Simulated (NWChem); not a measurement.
# the pair BH5S···CCl2: a chain of runs

Aim: the energy (singlet CH5BCl2S, MP2/pcseg-1), then the energy (singlet BH5S, MP2/pcseg-1), then a single-point energy (singlet CCl2, MP2/pcseg-1), then the energy (singlet BH5S, MP2/pcseg-1), then a single-point energy (singlet CCl2, MP2/pcseg-1) of CH5BCl2S and its partners. 

Program for the calculation: NWChem 7.3.0.

### Step 1. Starting point

CH5BCl2S has 10 atoms, charge 0, and is taken as a singlet. The two molecules were placed rigidly side by side, at 0.85 times their contact distance; the pair isn't optimised.

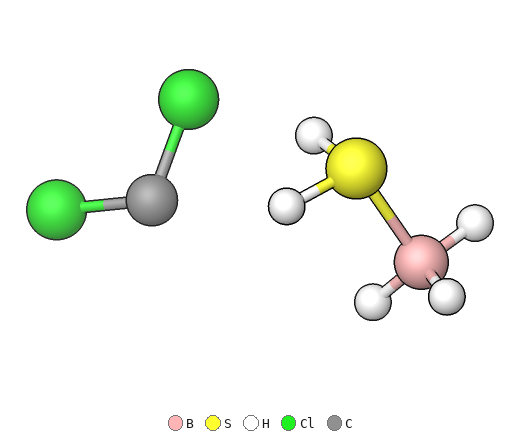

Viewed from a chosen angle; boron pink, sulfur yellow, hydrogen white, chlorine green, carbon grey.

### Step 2. The energy at MP2/pcseg-1 (run 1)

test.nw reads:

```
start test
title "CH5BCl2S"
memory stack 880 mb heap 220 mb global 1100 mb
charge 0

geometry noautosym nocenter noautoz
   B    -0.534370   -0.451800   -0.497740
   S     0.559830    0.987300    0.297460
   H    -1.631970    0.046100   -0.424940
   H    -0.353170   -1.437900    0.166260
   H    -0.084170   -0.472400   -1.617940
   H     0.277230    0.913500    1.611460
   H     1.766630    0.415200    0.465460
   Cl    2.003490   -1.762110    5.084460
   C     1.418480   -1.014690    3.664530
   Cl    0.661620    0.462160    4.068550
end

basis spherical bse
   * library pcseg-1
end

scf
   nopen 0
   rhf
   thresh 1e-08
   maxiter 80
   noprint "final vectors analysis"
end

mp2
   freeze core 17
   tight
end

task mp2
```

Command:

```bash
$ nwchem test.nw > test.out
```

Standard output:

```text
[...]
  functions       =   107
[...]
  wavefunction    = RHF
[...]
         Total SCF energy =  -1381.710522801791
      One-electron energy =  -2485.886486244697
      Two-electron energy =    812.641600972216
 Nuclear repulsion energy =    291.534362470690
        Time for solution =     21.9s
[...]
          Total MP2 energy         -1382.340441186725
[...]
```

Wall time 27 s (1 thread of Intel Xeon Platinum 8488C (Sapphire Rapids), shared host); peak memory 0.34 GiB.

### Step 3. BH5S: a single-point energy at MP2/pcseg-1 (run 2)

geom.nw reads:

```
start geom
memory total 2200 mb
charge 0

geometry noautosym nocenter noautoz
  B     -0.534370    -0.451800    -0.497740
  S      0.559830     0.987300     0.297460
  H     -1.631970     0.046100    -0.424940
  H     -0.353170    -1.437900     0.166260
  H     -0.084170    -0.472400    -1.617940
  H      0.277230     0.913500     1.611460
  H      1.766630     0.415200     0.465460
end

basis spherical bse
  * library pcseg-1
end

scf
  thresh 1e-08
  maxiter 80
  print low
end

mp2
  freeze core 6
  tight
end

task mp2
```

Command:

```bash
$ nwchem geom.nw > geom.out
```

Standard output:

```text
[...]
  functions       =    57
[...]
  wavefunction    = RHF
[...]
         Total SCF energy =   -425.044160538068
      One-electron energy =   -693.578690364655
      Two-electron energy =    213.789310499666
 Nuclear repulsion energy =     54.745219326920
        Time for solution =      3.4s
[...]
          Total MP2 energy          -425.291709311656
[...]
```

It took 5.1 s on 1 thread of Intel Xeon Platinum 8488C (Sapphire Rapids), shared host; peak memory 0.12 GiB.

### Step 4. CCl2: a single-point energy at MP2/pcseg-1 (run 3)

ccl2.nw reads:

```
start ccl2
title "CCl2"
memory stack 880 mb heap 220 mb global 1100 mb

geometry units atomic noautosym nocenter noautoz
  Cl  3.78604739 -3.32990530  9.60823689
  C   2.68053871 -1.91748620  6.92495808
  Cl  1.25028060  0.87335583  7.68844522
end

basis "ao basis" spherical bse
  Cl library pcseg-1
  C library pcseg-1
end

scf
  thresh 1e-08
  maxiter 80
  print low
end

mp2
  freeze core 11
  tight
end

task mp2 energy
```

Command:

```bash
$ nwchem ccl2.nw > ccl2.out
```

Standard output:

```text
[...]
  functions       =    50
[...]
  wavefunction    = RHF
[...]
         Total SCF energy =   -956.667825597896
      One-electron energy =  -1555.324369743502
      Two-electron energy =    480.622467708047
 Nuclear repulsion energy =    118.034076437559
        Time for solution =      4.6s
[...]
          Total MP2 energy          -957.046559245282
[...]
```

It took 6 s on 1 thread of Intel Xeon Platinum 8488C (Sapphire Rapids), shared host; peak memory 0.11 GiB.

### Step 5. BH5S among ghost functions: the energy at MP2/pcseg-1 (with ghost functions) (run 4)

geom.nw reads:

```
start geom
title "BH5S"
memory total 2200 mb

geometry noautosym nocenter noautoz
B     -0.534370    -0.451800    -0.497740
S      0.559830     0.987300     0.297460
H     -1.631970     0.046100    -0.424940
H     -0.353170    -1.437900     0.166260
H     -0.084170    -0.472400    -1.617940
H      0.277230     0.913500     1.611460
H      1.766630     0.415200     0.465460
bqCl     2.003490    -1.762110     5.084460
bqC      1.418480    -1.014690     3.664530
bqCl     0.661620     0.462160     4.068550
end

basis spherical bse
B library pcseg-1
S library pcseg-1
H library pcseg-1
bqCl library Cl pcseg-1
bqC library C pcseg-1
end

scf
thresh 1e-08
maxiter 80
noprint "final vectors analysis"
end

mp2
freeze core 6
tight
end

task mp2
```

Command:

```bash
$ nwchem geom.nw > geom.out
```

Standard output:

```text
[...]
  functions       =   107
[...]
  wavefunction    = RHF
[...]
         Total SCF energy =   -425.044408651199
      One-electron energy =   -693.579465719858
      Two-electron energy =    213.789837741739
 Nuclear repulsion energy =     54.745219326920
        Time for solution =     13.0s
[...]
          Total MP2 energy          -425.292237783439
[...]
```

It took 17 s on 1 thread of Intel Xeon Platinum 8488C (Sapphire Rapids), shared host; peak memory 0.23 GiB.

### Step 6. CCl2 among ghost functions: a single-point energy at MP2/pcseg-1 (with ghost functions) (run 5)

run.nw reads:

```
start run
title "CCl2 mp2"
memory 2200 mb
charge 0

geometry noautosym nocenter noautoz
  Cl     2.003490    -1.762110     5.084460
  C      1.418480    -1.014690     3.664530
  Cl     0.661620     0.462160     4.068550
  bqB     -0.534370    -0.451800    -0.497740
  bqS      0.559830     0.987300     0.297460
  bqH     -1.631970     0.046100    -0.424940
  bqH     -0.353170    -1.437900     0.166260
  bqH     -0.084170    -0.472400    -1.617940
  bqH      0.277230     0.913500     1.611460
  bqH      1.766630     0.415200     0.465460
end

basis spherical bse
  Cl library pcseg-1
  C library pcseg-1
  bqB library B pcseg-1
  bqS library S pcseg-1
  bqH library H pcseg-1
end

scf
  thresh 1e-08
  maxiter 80
  print low
end

mp2
  freeze core 11
  tight
end

task mp2 energy
```

Command:

```bash
$ nwchem run.nw > run.out
```

Standard output:

```text
[...]
  functions       =   107
[...]
  wavefunction    = RHF
[...]
         Total SCF energy =   -956.668512017507
      One-electron energy =  -1555.322932187836
      Two-electron energy =    480.620335293709
 Nuclear repulsion energy =    118.034084876620
        Time for solution =     19.0s
[...]
          Total MP2 energy          -957.048061066588
[...]
```

Wall time 24 s (1 thread of Intel Xeon Platinum 8488C (Sapphire Rapids), shared host); peak memory 0.26 GiB.

### Step 7. What came out

| quantity | value |
| --- | --- |
| run 1, MP2/pcseg-1: total energy | -1382.34044 Eh |
| run 1, MP2/pcseg-1: correlation energy (17 core orbitals frozen) | -629.9 mEh |
| BH5S: total energy | -425.29171 Eh |
| BH5S: correlation energy (6 core orbitals frozen) | -247.5 mEh |
| CCl2: total energy | -957.04656 Eh |
| CCl2: correlation energy (11 core orbitals frozen) | -378.7 mEh |
| BH5S among ghost functions: total energy | -425.29224 Eh |
| BH5S among ghost functions: correlation energy (6 core orbitals frozen) | -247.8 mEh |
| CCl2 among ghost functions: total energy | -957.04806 Eh |
| CCl2 among ghost functions: correlation energy (11 core orbitals frozen) | -379.5 mEh |
| interaction energy of the rigid parts BH5S and CCl2 (parts in their own basis; closest atoms 2.53 Å apart) | -0.059 eV |
| interaction energy of the rigid parts BH5S and CCl2 (parts in the whole basis, counterpoise; closest atoms 2.53 Å apart) | -0.004 eV |

The interaction energy of the rigid parts BH5S and CCl2 (parts in their own basis; closest atoms 2.53 Å apart) is −0.06 eV (−5.7 kJ/mol): the parts attract. Without counterpoise this holds the superposition error of the basis. The interaction energy of the rigid parts BH5S and CCl2 (parts in the whole basis, counterpoise; closest atoms 2.53 Å apart) is −0.00 eV (−0.4 kJ/mol). The basis-set superposition error is 5.3 kJ/mol. Mulliken charges (run 1, MP2/pcseg-1) run from -0.10 on H3 to +0.15 on H6; they depend strongly on the basis.
